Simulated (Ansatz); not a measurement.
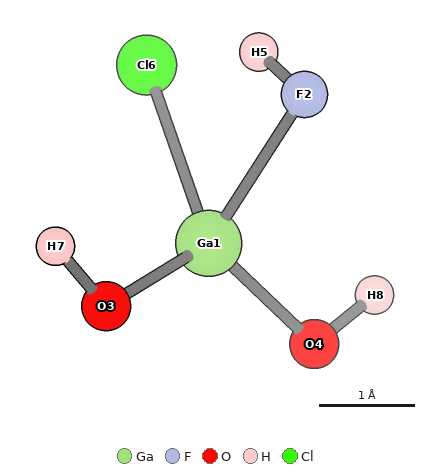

Fig. 1: The structure as given in the input (ball-and-stick view, seen at a tilt; atoms are numbered from 1 in the order of the input). Sticks mark near contacts.

**Geometry relaxation of GaH3ClO2F (part 1 of 2)**

- system: GaH3ClO2F
- method: RKS PBE0-D4/def2-TZVP (Ansatz 0.2.0)

The geometry is a transition state displaced along its imaginary mode. The reaction was set up to form Ga1–Cl6 and F2–H5 and to break Ga1–F2 and H5–Cl6 (atoms counted from 1 in the order of the input); sticks are drawn by distance alone. Figures and captions count atoms from 1; the log counts them from 0 in places.

Input file:
```yaml
crystal:
  periodic: [false, false, false]
  atoms:
    - {symbol: Ga, position_ang: [-0.335298, -0.239989, 0.064692]}
    - {symbol: F, position_ang: [0.722412, 1.441486, -0.191368]}
    - {symbol: O, position_ang: [-1.552688, -0.390341, -1.213691]}
    - {symbol: O, position_ang: [-0.790615, -0.406175, 1.773048]}
    - {symbol: H, position_ang: [1.406523, 0.835919, -0.317332]}
    - {symbol: Cl, position_ang: [1.837165, -0.823591, -0.399829]}
    - {symbol: H, position_ang: [-1.243739, -0.249439, -2.097116]}
    - {symbol: H, position_ang: [-0.043760, -0.167870, 2.381496]}
basis:
  gaussian: {orbitals: def2-TZVP}
hamiltonian: {xc: pbe0, dispersion: d4}
relax: {f_tol: 0.005, max_steps: 200}
```

Command:
```bash
ansatz run in.yaml --threads 8 --pin off --events-out ev --progress --plain --max-ram 19148MiB
```

Log:
```
Functional definition: PBE0
  name "PBE0"
  cite "Adamo & Barone, J. Chem. Phys. 110, 6158 (1999) doi:10.1063/1.478522"
  cite "Perdew, Burke & Ernzerhof, Phys. Rev. Lett. 77, 3865 (1996) doi:10.1103/PhysRevLett.77.3865"
  parent pbe
  parameter a = 0.25
  parameter kappa = 0.804
  parameter beta = 0.06672455060314922
  exchange = (1 - a)*pbe_x(kappa = kappa, mu = beta*pi^2/3) + a*exact_x
  correlation = pbe_c(beta = beta)
1271 factors; their error is unknown
mean field evaluation 1: about -71737.8259 eV, gradient 8.5e1 eV
mean field evaluation 2: about -71705.4223 eV, gradient 1.6e2 eV
mean field evaluation 4: about -71748.7916 eV, gradient 8.0e0 eV
mean field evaluation 8: about -71748.8725 eV, gradient 1.6e-1 eV
mean field evaluation 16: about -71749.1129 eV, gradient 4.2e-4 eV
mean field -71749.11289224 eV, -2636.7312654943 hartree, gradient 3.9e-5 eV, S^2 0.000000; 0 other end points of the search recorded, 0 dependent functions left out
the calculation of the forces begins
reference -71749.11292064 eV, -2636.7312665382 hartree; 38, 38 occupied and 158, 158 virtual orbitals, 1271 factors
relax step   1: F+E_penalty+E_count = -71749.26167383 eV  Δ(F+E_penalty+E_count) = +0.000e0 eV  max|allowed force component| = 3.356e0 eV/Å  Δτ_max = 0.0000 Å  (29 SCF iters, accepted)
these checks for a lower state are left out or cut short: starts, cluster_reference, orbital_swaps, neighbouring_geometries, increment
1271 factors; their error is unknown
mean field -71749.39928590 eV, -2636.7417902671 hartree, gradient 1.3e-5 eV, S^2 0.000000; 0 other end points of the search recorded, 0 dependent functions left out
the calculation of the forces begins
reference -71749.39931440 eV, -2636.7417913147 hartree; 38, 38 occupied and 158, 158 virtual orbitals, 1271 factors
relax step   2: F+E_penalty+E_count = -71749.54793387 eV  Δ(F+E_penalty+E_count) = -2.863e-1 eV  max|allowed force component| = 8.627e-1 eV/Å  Δτ_max = 0.0761 Å  (31 SCF iters, accepted)
these checks for a lower state are left out or cut short: starts, cluster_reference, orbital_swaps, neighbouring_geometries, increment
1271 factors; their error is unknown
mean field evaluation 32: about -71749.4740 eV, gradient 1.7e-5 eV
mean field -71749.47397348 eV, -2636.7445349852 hartree, gradient 1.7e-5 eV, S^2 0.000000; 0 other end points of the search recorded, 0 dependent functions left out
the calculation of the forces begins
reference -71749.47400185 eV, -2636.7445360277 hartree; 38, 38 occupied and 158, 158 virtual orbitals, 1271 factors
relax step   3: F+E_penalty+E_count = -71749.62268980 eV  Δ(F+E_penalty+E_count) = -7.476e-2 eV  max|allowed force component| = 6.649e-1 eV/Å  Δτ_max = 0.0946 Å  (31 SCF iters, accepted)
these checks for a lower state are left out or cut short: starts, cluster_reference, orbital_swaps, neighbouring_geometries, increment
1271 factors; their error is unknown
mean field -71749.48527790 eV, -2636.7449504150 hartree, gradient 2.2e-5 eV, S^2 0.000000; 0 other end points of the search recorded, 0 dependent functions left out
the calculation of the forces begins
reference -71749.48530573 eV, -2636.7449514377 hartree; 38, 38 occupied and 158, 158 virtual orbitals, 1271 factors
relax step   4: F+E_penalty+E_count = -71749.63433619 eV  Δ(F+E_penalty+E_count) = -1.165e-2 eV  max|allowed force component| = 7.488e-1 eV/Å  Δτ_max = 0.1008 Å  (30 SCF iters, accepted)
these checks for a lower state are left out or cut short: starts, cluster_reference, orbital_swaps, neighbouring_geometries, increment
1271 factors; their error is unknown
mean field -71749.54180136 eV, -2636.7470276138 hartree, gradient 1.1e-5 eV, S^2 0.000000; 0 other end points of the search recorded, 0 dependent functions left out
the calculation of the forces begins
reference -71749.54182947 eV, -2636.7470286469 hartree; 38, 38 occupied and 158, 158 virtual orbitals, 1271 factors
relax step   5: F+E_penalty+E_count = -71749.68993191 eV  Δ(F+E_penalty+E_count) = -5.560e-2 eV  max|allowed force component| = 4.139e-1 eV/Å  Δτ_max = 0.1609 Å  (32 SCF iters, accepted)
these checks for a lower state are left out or cut short: starts, cluster_reference, orbital_swaps, neighbouring_geometries, increment
1271 factors; their error is unknown
mean field -71749.55029458 eV, -2636.7473397339 hartree, gradient 1.9e-5 eV, S^2 0.000000; 0 other end points of the search recorded, 0 dependent functions left out
the calculation of the forces begins
reference -71749.55032267 eV, -2636.7473407663 hartree; 38, 38 occupied and 158, 158 virtual orbitals, 1271 factors
relax step   6: F+E_penalty+E_count = -71749.69818218 eV  Δ(F+E_penalty+E_count) = -8.250e-3 eV  max|allowed force component| = 1.158e-1 eV/Å  Δτ_max = 0.0837 Å  (31 SCF iters, accepted)
these checks for a lower state are left out or cut short: starts, cluster_reference, orbital_swaps, neighbouring_geometries, increment
1271 factors; their error is unknown
mean field -71749.55053301 eV, -2636.7473484961 hartree, gradient 1.6e-5 eV, S^2 0.000000; 0 other end points of the search recorded, 0 dependent functions left out
the calculation of the forces begins
reference -71749.55056110 eV, -2636.7473495284 hartree; 38, 38 occupied and 158, 158 virtual orbitals, 1271 factors
relax step   7: F+E_penalty+E_count = -71749.69857068 eV  Δ(F+E_penalty+E_count) = -3.885e-4 eV  max|allowed force component| = 2.170e-1 eV/Å  Δτ_max = 0.0711 Å  (32 SCF iters, accepted)
these checks for a lower state are left out or cut short: starts, cluster_reference, orbital_swaps, neighbouring_geometries, increment
1271 factors; their error is unknown
mean field evaluation 64: about -71749.5527 eV, gradient 3.3e-1 eV
mean field -71749.55279144 eV, -2636.7474314919 hartree, gradient 1.6e-5 eV, S^2 0.000000; 0 other end points of the search recorded, 0 dependent functions left out
the calculation of the forces begins
reference -71749.55281939 eV, -2636.7474325191 hartree; 38, 38 occupied and 158, 158 virtual orbitals, 1271 factors
relax step   8: F+E_penalty+E_count = -71749.70054094 eV  Δ(F+E_penalty+E_count) = -1.970e-3 eV  max|allowed force component| = 1.328e-1 eV/Å  Δτ_max = 0.0335 Å  (31 SCF iters, accepted)
these checks for a lower state are left out or cut short: starts, cluster_reference, orbital_swaps, neighbouring_geometries, increment
1271 factors; their error is unknown
mean field -71749.55359384 eV, -2636.7474609794 hartree, gradient 1.6e-5 eV, S^2 0.000000; 0 other end points of the search recorded, 0 dependent functions left out
the calculation of the forces begins
reference -71749.55362189 eV, -2636.7474620102 hartree; 38, 38 occupied and 158, 158 virtual orbitals, 1271 factors
relax step   9: F+E_penalty+E_count = -71749.70145733 eV  Δ(F+E_penalty+E_count) = -9.164e-4 eV  max|allowed force component| = 2.952e-2 eV/Å  Δτ_max = 0.0221 Å  (31 SCF iters, accepted)
these checks for a lower state are left out or cut short: starts, cluster_reference, orbital_swaps, neighbouring_geometries, increment
1271 factors; their error is unknown
mean field -71749.55388744 eV, -2636.7474717690 hartree, gradient 1.6e-5 eV, S^2 0.000000; 0 other end points of the search recorded, 0 dependent functions left out
the calculation of the forces begins
reference -71749.55391548 eV, -2636.7474727996 hartree; 38, 38 occupied and 158, 158 virtual orbitals, 1271 factors
relax step  10: F+E_penalty+E_count = -71749.70164000 eV  Δ(F+E_penalty+E_count) = -1.827e-4 eV  max|allowed force component| = 4.308e-2 eV/Å  Δτ_max = 0.0147 Å  (31 SCF iters, accepted)
these checks for a lower state are left out or cut short: starts, cluster_reference, orbital_swaps, neighbouring_geometries, increment
1271 factors; their error is unknown
mean field -71749.55394937 eV, -2636.7474740449 hartree, gradient 1.6e-5 eV, S^2 0.000000; 0 other end points of the search recorded, 0 dependent functions left out
the calculation of the forces begins
reference -71749.55397741 eV, -2636.7474750752 hartree; 38, 38 occupied and 158, 158 virtual orbitals, 1271 factors
relax step  11: F+E_penalty+E_count = -71749.70172233 eV  Δ(F+E_penalty+E_count) = -8.233e-5 eV  max|allowed force component| = 5.177e-3 eV/Å  Δτ_max = 0.0049 Å  (34 SCF iters, accepted)
these checks for a lower state are left out or cut short: starts, cluster_reference, orbital_swaps, neighbouring_geometries, increment
1271 factors; their error is unknown
mean field evaluation 96: about -71749.5539 eV, gradient 1.6e-5 eV
mean field -71749.55391797 eV, -2636.7474728911 hartree, gradient 1.6e-5 eV, S^2 0.000000; 0 other end points of the search recorded, 0 dependent functions left out
the calculation of the forces begins
reference -71749.55394600 eV, -2636.7474739213 hartree; 38, 38 occupied and 158, 158 virtual orbitals, 1271 factors
relax step  12: F+E_penalty+E_count = -71749.70172483 eV  Δ(F+E_penalty+E_count) = -2.496e-6 eV  max|allowed force component| = 1.506e-3 eV/Å  Δτ_max = 0.0021 Å  (33 SCF iters, accepted)
```

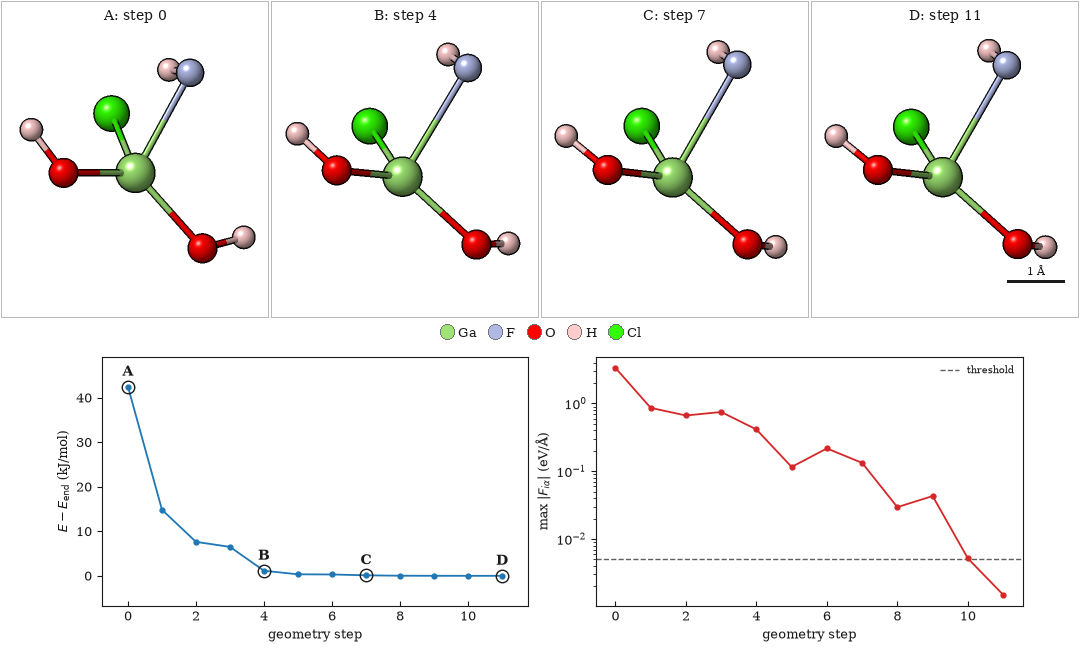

Fig. 2: Frames of the relaxation (ball-and-stick view, seen at a tilt) above the curves, on which the letters mark them (the first geometry is step 0 here and step 1 in the log).
